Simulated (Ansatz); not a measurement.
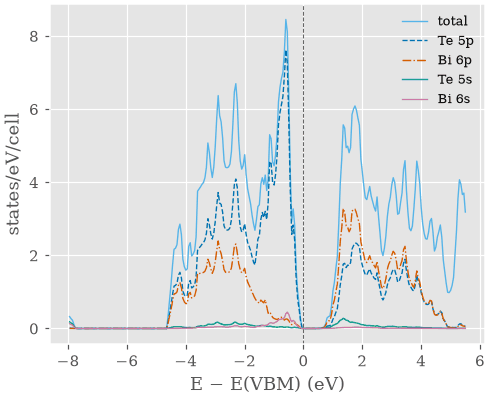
*Total and projected density of states of Bi2Te3 in space group R-3m (No. 166; Bi on 6c, Te on 6c, Te on 3a), PBE (plane waves, PAW; program Ansatz)*

Task: Which orbitals carry the states next to the gap?

Result: Top 1 eV of the valence band: Te 5p 89 %. Bottom 1 eV of the conduction band: Bi 6p 59 %, Te 5p 31 %, Te 5s 6 %. Projections are on Löwdin-orthogonalised atomic valence shells; empty p or d shells of many metals are not among them.

Task: Where is the tallest occupied peak in this window, and what makes it?

Result: Near -0.6 eV, about 8.5 states/eV per cell; the largest projected share is Te 5p.

The cell was relaxed with PBE under the symmetry of its start. A crystal of weakly bound layers computed without a dispersion correction: the cell and the soft elastic constants depend strongly on that. Scalar-relativistic: spin–orbit coupling is off unless named, which matters more the heavier the elements.

Potentials: the later of the program's two PAW sets.
